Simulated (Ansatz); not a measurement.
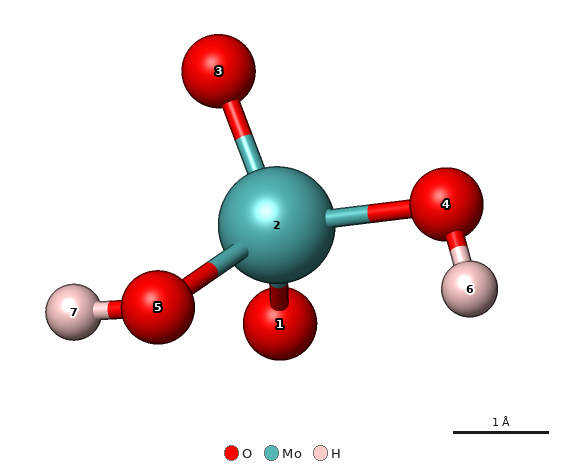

MoH$_{2}$O$_{4}$ (coarse preliminary run), before the relaxation. Style: ball-and-stick. Shown from a free direction.

The start comes from a force field.

Level of theory: RKS PBE-D4/def2-SVP (Ansatz 0.2.0).

Input
```yaml
crystal:
  periodic: [false, false, false]
  atoms:
    - {symbol: O, position_ang: [-0.166600, -2.020600, -0.212500]}
    - {symbol: Mo, position_ang: [0.079400, -0.267500, 0.307800]}
    - {symbol: O, position_ang: [1.170200, -0.260400, 1.725500]}
    - {symbol: O, position_ang: [-1.608900, 0.612000, 0.824400]}
    - {symbol: O, position_ang: [0.930700, 0.775900, -1.234100]}
    - {symbol: H, position_ang: [-2.132000, 0.800900, -0.036600]}
    - {symbol: H, position_ang: [1.788400, 0.291700, -1.420200]}
basis:
  gaussian: {orbitals: def2-SVP}
hamiltonian: {xc: pbe, dispersion: d4}
relax: {f_tol: 0.03, max_steps: 200}
```

Launched with:
```bash
ansatz run in.yaml --threads 4 --pin off --events-out ev --progress --plain --max-ram 10444MiB
```

Where does the relaxation end?

Answer. The largest move after the best rigid fit is that of H7, 0.55 Å. Largest moves by element: H 0.55 Å, O 0.49 Å, Mo 0.12 Å. Near-neighbour distances that change, for instance: Mo2–O5 2.047 → 1.886 Å, O1–Mo2 1.845 → 1.699 Å, Mo2–O3 1.789 → 1.699 Å, Mo2–O4 1.972 → 1.885 Å. Bond angles that change, for instance: Mo2–O5–H7 104.4° → 122.4°, Mo2–O4–H6 107.4° → 122.6°, O1–Mo2–O4 112.5° → 110.0°. Groups turn about Mo2–O5 by about 75°, Mo2–O4 by about 55°. The energy falls by 1.291 eV in 16 accepted moves (18 points after the start). The largest force component goes from 5.1 to 0.0068 eV/Å. The line search rejected the trial steps at points 5, 11 of the run. The run took 22 s on 4 threads of Arm Neoverse V1 (shared host).

Final geometry:

```xyz
7

O    -0.4149   -1.9013   -0.1031
Mo    0.1016   -0.3110    0.1985
O     1.1051   -0.2951    1.5695
O    -1.3857    0.7989    0.5317
O     1.0554    0.3047   -1.3074
H    -2.2967    0.5423    0.2941
H     1.8964    0.7937   -1.2290
```

After the run, drawn alike:

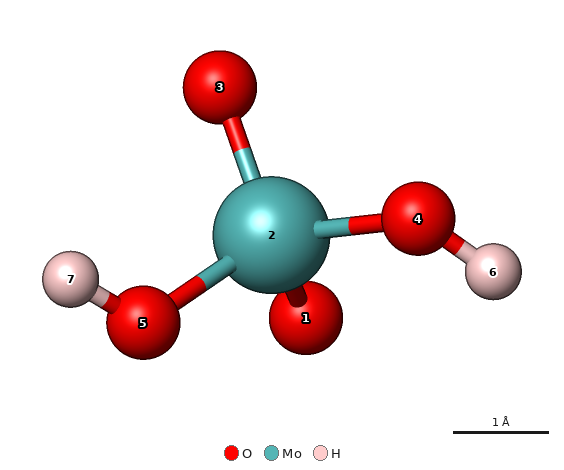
